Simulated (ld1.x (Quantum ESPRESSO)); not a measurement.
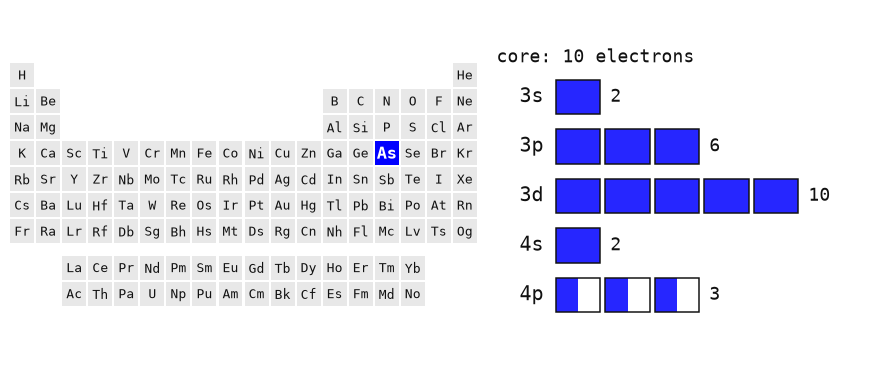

*Left, the place of arsenic in the periodic table; right, the valence shells of the reference configuration: a box for each of the 2l + 1 orbitals, shaded by the share of the shell that is filled, with the electron count at the right.*

**Pseudopotential generation for As (part 1 of 2)**

Arsenic (As, Z = 33), core [Ne], reference valence 3s2 3p6 3d10 4s2 4p3, valence charge 23. Computed at this level: RRKJ potential, PBE, scalar-relativistic, made with ld1.x (Quantum ESPRESSO) 7.5.

**Results in brief**

- outcome: generated; the pseudo-atom misses its reference levels by up to 0.20 eV (4s, which has no pseudo-wave of its own)
- reference test: the pseudo-atom misses its own reference levels by up to 0.20 eV
- cutoffs needed: 200 Ry and 260 Ry (the cutoffs, on a coarse ladder, from which the occupation-weighted sum of valence levels, in a spherical-Bessel basis at the reference potential, stays within 10 and 1 mRy of its value at 400 Ry); ghost states and empty shells don't enter this sum
- ghost test: no ghost state below the valence levels in the s, p, d, f channels (spherical-Bessel basis up to 400 Ry, 20 bohr box)
- largest excitation error: +310 meV (all-electron minus pseudo) for 3s2 3p6 3d9 4s2 4p4, out of 7 test configurations
- range over which the phases arctan(r u′/u) at the test radius agree within 0.05 rad (a looser test near the poles than one of phase shifts): s: up to about 0.6 Ry; p: over the whole range computed; d: up to about 2.4 Ry
- hardware: 1 CPU thread, shared host
- wall time: 4.5 s

**Remarks**

An excitation error of 310 meV in its own tests makes this a poorly transferable potential. Warnings of the program, in the generation or the tests: convergence not achieved.

**Input**
```
 &input
   title='As', zed=33., rel=1, dft='PBE', iswitch=3,
   config='[Ar] 3d10 4s2 4p3',
   nld=3, rlderiv=1.30, eminld=-16.0, emaxld=5.0, deld=0.04
 /
 &inputp
   pseudotype=2, tm=.false., rho0=0.02, lloc=-2, rcloc=0.70,
   nlcc=.false.,
   file_pseudopw='As.UPF', file_wfcaegen='ae.wfc', file_wfcncgen='nc.wfc', file_beta='beta', file_chi='chi'
 /
3
3S  1  0   2.00   0.00  0.90  0.90  0.0
3P  2  1   6.00   0.00  0.95  0.95  0.0
3D  3  2  10.00   0.00  1.20  1.20  0.0
 &test
   configts(1)='3s2 3p6 3d10 4s2 4p3'
 /
```

**Input of the test run**
```
 &input
   title='As', zed=33., rel=1, dft='PBE', iswitch=2,
   config='[Ar] 3d10 4s2 4p3'
 /
 &test
   file_pseudo='As.UPF', nconf=8,
   configts(1)='3s2 3p6 3d10 4s2 4p3',
   configts(2)='3s2 3p6 3d10 4s2 4p2',
   configts(3)='3s2 3p6 3d10 4s2 4p1',
   configts(4)='3s2 3p6 3d10 4s2 4p0',
   configts(5)='3s2 3p6 3d10 4s1 4p3',
   configts(6)='3s2 3p6 3d9 4s2 4p4',
   configts(7)='3s2 3p6 3d10 4s2 4p3.3',
   configts(8)='3s2 3p6 3d10 4s2 4p2.5'
 /
```

Run as:
```bash
ld1.x < As.in > As.out
```

**Output**
```
     Program LD1 v.7.5
     --------------------------- All-electron run ----------------------------

     As
     scalar relativistic calculation

     atomic number is 33.00
     dft =PBE   lsd =0 sic =0 latt =0  beta=0.20 tr2=1.0E-14
     Exchange-correlation= PBE
                           (   1   4   3   4   0   0   0)
     mesh =1209 r(mesh) =  99.83237 a.u. xmin = -7.00 dx = 0.01250
     1 Ry =  13.60569312 eV, c = 137.03599908

     n l     nl                  e(Ry)          e(Ha)          e(eV)
     1 0     1S 1( 2.00)      -861.3695      -430.6848    -11719.5295
     2 0     2S 1( 2.00)      -109.2749       -54.6374     -1486.7602
     2 1     2P 1( 6.00)       -95.8167       -47.9084     -1303.6530
     3 0     3S 1( 2.00)       -13.9872        -6.9936      -190.3057
     3 1     3P 1( 6.00)        -9.8251        -4.9126      -133.6776
     3 2     3D 1(10.00)        -2.9874        -1.4937       -40.6457
     4 0     4S 1( 2.00)        -1.0653        -0.5326       -14.4939
     4 1     4P 1( 3.00)        -0.3818        -0.1909        -5.1949

     final scf error:  5.2E-15 reached in  40 iterations

     Etot =   -4521.616832 Ry,   -2260.808416 Ha,  -61519.731037 eV

     Ekin =    4608.673546 Ry,    2304.336773 Ha,   62704.197967 eV
     Encl =  -10898.739009 Ry,   -5449.369505 Ha, -148284.898385 eV
     Eh   =    1935.664236 Ry,     967.832118 Ha,   26336.053587 eV
     Exc  =    -167.215605 Ry,     -83.607802 Ha,   -2275.084206 eV

     normalization and overlap integrals

     s(1S/1S) =  1.000000  <r> =   0.0455  <r2> =    0.0028  r(max) =   0.0296
     s(2S/2S) =  1.000000  <r> =   0.2028  <r2> =    0.0485  r(max) =   0.1701
     s(2P/2P) =  1.000000  <r> =   0.1772  <r2> =    0.0385  r(max) =   0.1358
     s(3S/3S) =  1.000000  <r> =   0.5983  <r2> =    0.4125  r(max) =   0.5239
     s(3P/3P) =  1.000000  <r> =   0.6172  <r2> =    0.4477  r(max) =   0.5239
     s(3D/3D) =  1.000000  <r> =   0.6783  <r2> =    0.5823  r(max) =   0.4740
     s(4S/4S) =  1.000000  <r> =   1.9394  <r2> =    4.3371  r(max) =   1.6136
     s(4P/4P) =  1.000000  <r> =   2.5548  <r2> =    7.7624  r(max) =   1.9957

     ------------------------ End of All-electron run ------------------------

     --------------------- Generating NC pseudopotential ---------------------

      Generating local potential from pseudized AE potential:
      Matching radius rcloc =   0.7000
      Enforcing V''(0)=0 (lloc=-2)

      Local pseudo, rcloc= 0.707 Estimated cut-off energy=    62.26 Ry

      Wfc   3S  rcut= 0.908  Estimated cut-off energy=       64.44 Ry
      Using 4 Bessel functions for this wfc, rho(0) = 0.020
      This function has    0 nodes for 0 < r <    0.908

      Wfc   3P  rcut= 0.955  Estimated cut-off energy=      200.28 Ry
      This function has    0 nodes for 0 < r <    0.955

      Wfc   3D  rcut= 1.195  Estimated cut-off energy=      166.13 Ry
      This function has    0 nodes for 0 < r <    1.195

     ------------------- End of pseudopotential generation -------------------

     --------------------------- All-electron run ----------------------------

     As
     scalar relativistic calculation

     atomic number is 33.00
     dft =PBE   lsd =0 sic =0 latt =0  beta=0.20 tr2=1.0E-14
     Exchange-correlation= PBE
                           (   1   4   3   4   0   0   0)
     mesh =1209 r(mesh) =  99.83237 a.u. xmin = -7.00 dx = 0.01250
     1 Ry =  13.60569312 eV, c = 137.03599908

     n l     nl                  e(Ry)          e(Ha)          e(eV)
     1 0     1S 1( 2.00)      -861.3695      -430.6848    -11719.5295
     2 0     2S 1( 2.00)      -109.2749       -54.6374     -1486.7602
     2 1     2P 1( 6.00)       -95.8167       -47.9084     -1303.6530
     3 0     3S 1( 2.00)       -13.9872        -6.9936      -190.3057
     3 1     3P 1( 6.00)        -9.8251        -4.9126      -133.6776
     3 2     3D 1(10.00)        -2.9874        -1.4937       -40.6457
     4 0     4S 1( 2.00)        -1.0653        -0.5326       -14.4939
     4 1     4P 1( 3.00)        -0.3818        -0.1909        -5.1949

     final scf error:  5.2E-15 reached in  40 iterations

     Etot =   -4521.616832 Ry,   -2260.808416 Ha,  -61519.731037 eV

     Ekin =    4608.673546 Ry,    2304.336773 Ha,   62704.197967 eV
     Encl =  -10898.739009 Ry,   -5449.369505 Ha, -148284.898385 eV
     Eh   =    1935.664236 Ry,     967.832118 Ha,   26336.053587 eV
     Exc  =    -167.215605 Ry,     -83.607802 Ha,   -2275.084206 eV

     normalization and overlap integrals

     s(1S/1S) =  1.000000  <r> =   0.0455  <r2> =    0.0028  r(max) =   0.0296
     s(2S/2S) =  1.000000  <r> =   0.2028  <r2> =    0.0485  r(max) =   0.1701
     s(2P/2P) =  1.000000  <r> =   0.1772  <r2> =    0.0385  r(max) =   0.1358
     s(3S/3S) =  1.000000  <r> =   0.5983  <r2> =    0.4125  r(max) =   0.5239
     s(3P/3P) =  1.000000  <r> =   0.6172  <r2> =    0.4477  r(max) =   0.5239
     s(3D/3D) =  1.000000  <r> =   0.6783  <r2> =    0.5823  r(max) =   0.4740
     s(4S/4S) =  1.000000  <r> =   1.9394  <r2> =    4.3371  r(max) =   1.6136
     s(4P/4P) =  1.000000  <r> =   2.5548  <r2> =    7.7624  r(max) =   1.9957

     ------------------------ End of All-electron run ------------------------

     Computing logarithmic derivative in   1.29662
     Message from routine run_pseudo:
     Warning: convergence not achieved
     Computing logarithmic derivative in   1.29662
     Computing the partial wave expansion
     R is outside the sphere for l=    0 j= 0.00
     R is outside the sphere for l=    1 j= 0.00
     R is outside the sphere for l=    2 j= 0.00

     ---------------------- Testing the pseudopotential ----------------------

     As
     scalar relativistic calculation

     atomic number is 33.00   valence charge is 23.00
     dft =PBE   lsd =0 sic =0 latt =0  beta=0.20 tr2=1.0E-14
     mesh =1209 r(mesh) =  99.83237 xmin = -7.00 dx = 0.01250

     n l     nl             e AE (Ry)        e PS (Ry)    De AE-PS (Ry)
     1 0     3S   1( 2.00)      -13.98721      -13.98719       -0.00002
     2 1     3P   1( 6.00)       -9.82512       -9.82513        0.00000
     3 2     3D   1(10.00)       -2.98741       -2.98741        0.00000
     2 0     4S   1( 2.00)       -1.06528       -1.05074       -0.01455  !
     3 1     4P   1( 3.00)       -0.38182       -0.38279        0.00098

     eps = 1.0E-11  iter =201

     Etot =   -4521.616832 Ry,   -2260.808416 Ha,  -61519.731037 eV
     Etotps =  -635.190825 Ry,    -317.595412 Ha,   -8642.211438 eV

     Ekin =     334.777137 Ry,     167.388569 Ha,    4554.874995 eV
     Encl =   -1374.227620 Ry,    -687.113810 Ha,  -18697.319284 eV
     Ehrt =     530.713762 Ry,     265.356881 Ha,    7220.728585 eV
     Ecxc =     -51.253791 Ry,     -25.626896 Ha,    -697.343356 eV
     Epseu=     -75.200313 Ry,     -37.600156 Ha,   -1023.152378 eV

     ---------------------- End of pseudopotential test ----------------------
```

**Output of the test run (extracts)**
```
     ---------------------- Testing the pseudopotential ----------------------

     As
     scalar relativistic calculation

     atomic number is 33.00   valence charge is 23.00
     dft =PBE   lsd =0 sic =0 latt =0  beta=0.20 tr2=1.0E-14
     mesh =1209 r(mesh) =  99.83237 xmin = -7.00 dx = 0.01250

     n l     nl             e AE (Ry)        e PS (Ry)    De AE-PS (Ry)
     1 0     3S   1( 2.00)      -13.98721      -13.98719       -0.00002
     2 1     3P   1( 6.00)       -9.82512       -9.82513        0.00000
     3 2     3D   1(10.00)       -2.98741       -2.98741        0.00000
     2 0     4S   1( 2.00)       -1.06528       -1.05074       -0.01455  !
     3 1     4P   1( 3.00)       -0.38182       -0.38279        0.00098

     eps = 5.4E-12  iter =201

     Etot =   -4521.616832 Ry,   -2260.808416 Ha,  -61519.731037 eV
     Etotps =  -635.190825 Ry,    -317.595412 Ha,   -8642.211438 eV

     Ekin =     334.777137 Ry,     167.388569 Ha,    4554.874995 eV
     Encl =   -1374.227620 Ry,    -687.113810 Ha,  -18697.319284 eV
     Ehrt =     530.713762 Ry,     265.356881 Ha,    7220.728585 eV
     Ecxc =     -51.253791 Ry,     -25.626896 Ha,    -697.343356 eV
     Epseu=     -75.200313 Ry,     -37.600156 Ha,   -1023.152378 eV

     ---------------------- End of pseudopotential test ----------------------

     ---------------------- Testing the pseudopotential ----------------------

     As
     scalar relativistic calculation

     atomic number is 33.00   valence charge is 23.00
     dft =PBE   lsd =0 sic =0 latt =0  beta=0.20 tr2=1.0E-14
     mesh =1209 r(mesh) =  99.83237 xmin = -7.00 dx = 0.01250

     n l     nl             e AE (Ry)        e PS (Ry)    De AE-PS (Ry)
     1 0     3S   1( 2.00)      -14.70548      -14.70706        0.00158
     2 1     3P   1( 6.00)      -10.54334      -10.54492        0.00158
     3 2     3D   1(10.00)       -3.70427       -3.70525        0.00098
     2 0     4S   1( 2.00)       -1.71657       -1.70108       -0.01548  !
     3 1     4P   1( 2.00)       -0.98044       -0.98198        0.00154

     eps = 9.7E-11  iter =201

     Etot =   -4520.944389 Ry,   -2260.472195 Ha,  -61510.581986 eV
     Etotps =  -634.517029 Ry,    -317.258515 Ha,   -8633.043981 eV
     dEtot_ae =       0.672443 Ry
     dEtot_ps =       0.673796 Ry,   Delta E=      -0.001353 Ry

     Ekin =     334.255603 Ry,     167.127801 Ha,    4547.779158 eV
     Encl =   -1357.640069 Ry,    -678.820034 Ha,  -18471.634144 eV
     Ehrt =     514.827222 Ry,     257.413611 Ha,    7004.581192 eV
     Ecxc =     -50.741284 Ry,     -25.370642 Ha,    -690.370334 eV
     Epseu=     -75.218502 Ry,     -37.609251 Ha,   -1023.399853 eV

     ---------------------- End of pseudopotential test ----------------------

     ---------------------- Testing the pseudopotential ----------------------

     As
     scalar relativistic calculation

     atomic number is 33.00   valence charge is 23.00
     dft =PBE   lsd =0 sic =0 latt =0  beta=0.20 tr2=1.0E-14
     mesh =1209 r(mesh) =  99.83237 xmin = -7.00 dx = 0.01250

     n l     nl             e AE (Ry)        e PS (Ry)    De AE-PS (Ry)
     1 0     3S   1( 2.00)      -15.55695      -15.56143        0.00448
     2 1     3P   1( 6.00)      -11.39456      -11.39902        0.00446
     3 2     3D   1(10.00)       -4.55237       -4.55505        0.00267
     2 0     4S   1( 2.00)       -2.45831       -2.44154       -0.01677  !
     3 1     4P   1( 1.00)       -1.66610       -1.66841        0.00231

     eps = 4.2E-11  iter =201

     Etot =   -4519.627442 Ry,   -2259.813721 Ha,  -61492.664003 eV
     Etotps =  -633.197993 Ry,    -316.598997 Ha,   -8615.097582 eV
     dEtot_ae =       1.989390 Ry
     dEtot_ps =       1.992832 Ry,   Delta E=      -0.003441 Ry

     Ekin =     333.360809 Ry,     166.680404 Ha,    4535.604860 eV
     Encl =   -1337.921494 Ry,    -668.960747 Ha,  -18203.349265 eV
     Ehrt =     496.803937 Ry,     248.401968 Ha,    6759.361908 eV
     Ecxc =     -50.145333 Ry,     -25.072666 Ha,    -682.262007 eV
     Epseu=     -75.295912 Ry,     -37.647956 Ha,   -1024.453077 eV

     ---------------------- End of pseudopotential test ----------------------
```

(Continued in part 2.)
